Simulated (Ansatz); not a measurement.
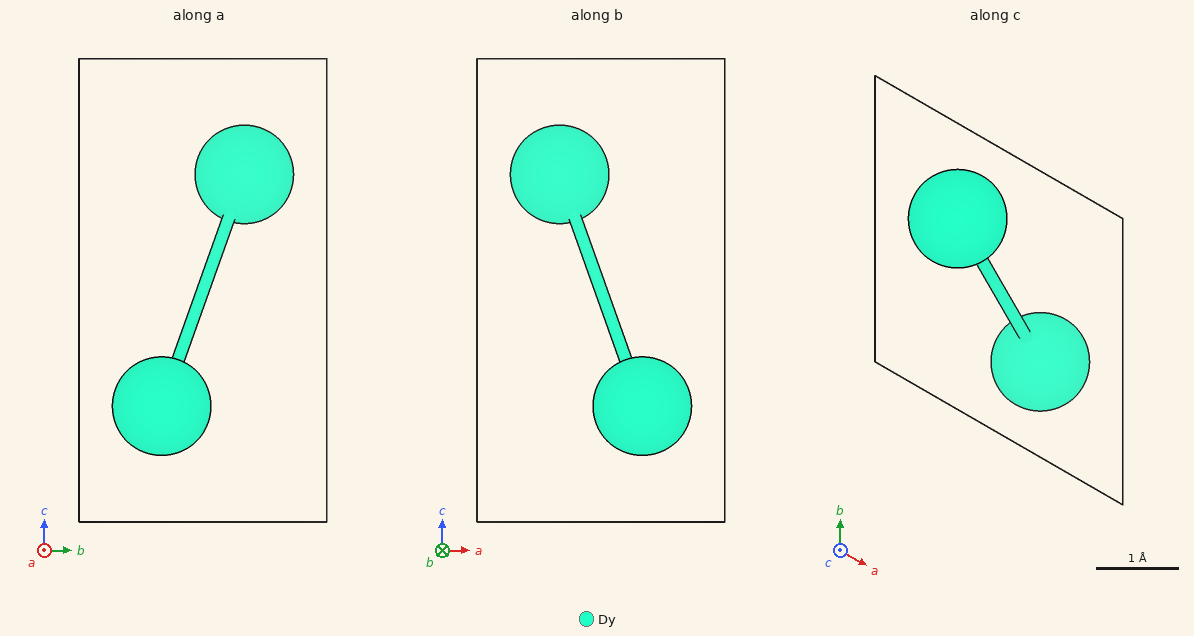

Figure: ball-and-stick view along the a axis, along the b axis and along the c axis. The wireframe shows the conventional unit cell.

Lattice parameters: a = 3.500 Å, b = 3.500 Å, c = 5.668 Å, α = 90.00°, β = 90.00°, γ = 120.00°.

**Set out the cell and atoms as a table of Wyckoff sites.**

Space group P6_3/mmc (No. 194).
```csv
atom,site,x,y,z
Dy,2d,0.3333,0.6667,0.7500
```

The structure comes from the standard structure of this element. Earlier steps of the study may have refined or changed the cell and positions. It went into a calculation with Ansatz.
